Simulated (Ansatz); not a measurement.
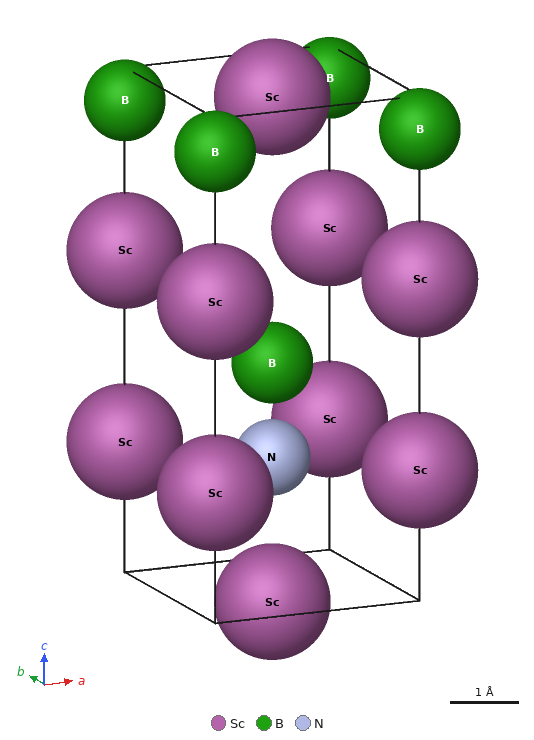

The figure gives a spheres-only picture of the atoms, viewed slightly off an axis. The edges of the simulation cell are marked.

The calculation's input:
```yaml
crystal:
  lattice:
    - [3.2971668082, 0.0, 0.0]
    - [0.0, 3.2971668082, 0.0]
    - [0.0, 0.0, 7.6791272087]
  atoms:
    - { symbol: Sc, position: [0.0, 0.0, 0.6374394524] }
    - { symbol: Sc, position: [0.0, 0.0, 0.2586597774] }
    - { symbol: Sc, position: [0.5, 0.5, 0.9698847289] }
    - { symbol: B, position: [0.0, 0.0, 0.9346403972] }
    - { symbol: B, position: [0.5, 0.5, 0.4434617872] }
    - { symbol: "N", position: [0.5, 0.5, 0.2559138668] }
basis:
  ecutwfc: 420
kpoints:
  mp_grid: { grid: [12, 12, 6] }
  band_path:
    path:
      - [[0.0, 0.0, 0.0], [0.0, 0.5, 0.0], [0.5, 0.5, 0.0], [0.0, 0.0, 0.0], [0.0, 0.0, 0.5], [0.0, 0.5, 0.5], [0.5, 0.5, 0.5], [0.0, 0.0, 0.5]]
      - [[0.0, 0.5, 0.0], [0.0, 0.5, 0.5]]
      - [[0.5, 0.5, 0.0], [0.5, 0.5, 0.5]]
    npoints: 14
hamiltonian:
  xc: pbe
scf:
  occupations: { method: gaussian, width: 0.1 }
  n_extra_bands: 15
output:
  forces: true
  stress: true
  eigenvalues: true
  populations: true
  dos: { projected: true, de: 0.02, nscf_kmesh: { grid: [15, 15, 8] } }
  bader: true
  write_density: true
  write_potential: true
  elf: true
  volumetric_format: npy
```
Run as:
```sh
ansatz run input.yaml --threads 1 --pin off --max-ram 2560MiB --backend cpu --events-out ev --progress --plain --runs-dir out
```

Run with DFT PBE, scalar-relativistic, plane waves, PAW (Ansatz) and these settings: a 420 eV plane-wave basis, k-points on a 12×12×6 grid, Gaussian smearing of 0.1 eV, no spin polarisation.

**How charged are the atoms, by the Bader scheme?**

Sc +1.34 to +1.56 e; B -1.95 to -0.32 e; N -2.12 e.

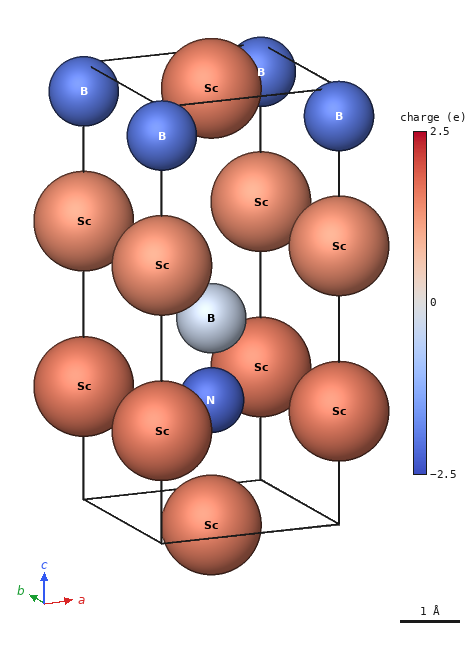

The atoms coloured by those charges.

Its origin is a structure type filled with these elements by a generator (whether the compound takes this form wasn't checked). Earlier steps of the study may have refined or changed the cell and positions. Ansatz was used for an electronic-structure calculation on it.
